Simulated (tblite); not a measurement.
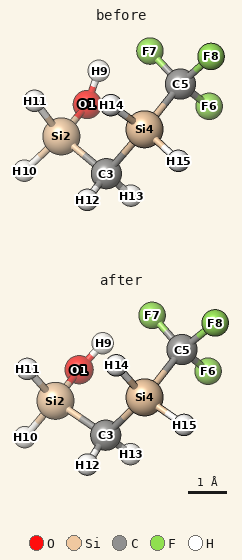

The structure of C2H7F3OSi2 before (top) and after (bottom) a relaxation, at one scale.

Style: ball-and-stick. Shown from a free direction.

Method: GFN2-xTB geometry optimisation, gas phase (tblite). 

> What changed between the two?

H9 moves most after the best rigid fit: 0.27 Å. By element the largest moves are H 0.27 Å, O 0.22 Å, Si 0.19 Å, F 0.12 Å, C 0.10 Å. Near-neighbour distances that change, for instance: Si4–C5 1.833 → 1.951 Å, Si2–C3 1.835 → 1.926 Å, O1–Si2 1.659 → 1.614 Å, Si2–H10 1.484 → 1.456 Å. Among the angles between lasting bonds that change: Si2–C3–Si4 107.4° → 117.9°, C5–Si4–H14 112.8° → 103.0°, C3–Si4–H15 106.2° → 115.4°. Groups turn about O1–Si2 by about 30°. Over 45 geometry steps the energy falls by 0.551 eV. Cost: 0.27 s on 1 thread of Arm Neoverse V2 (shared host).
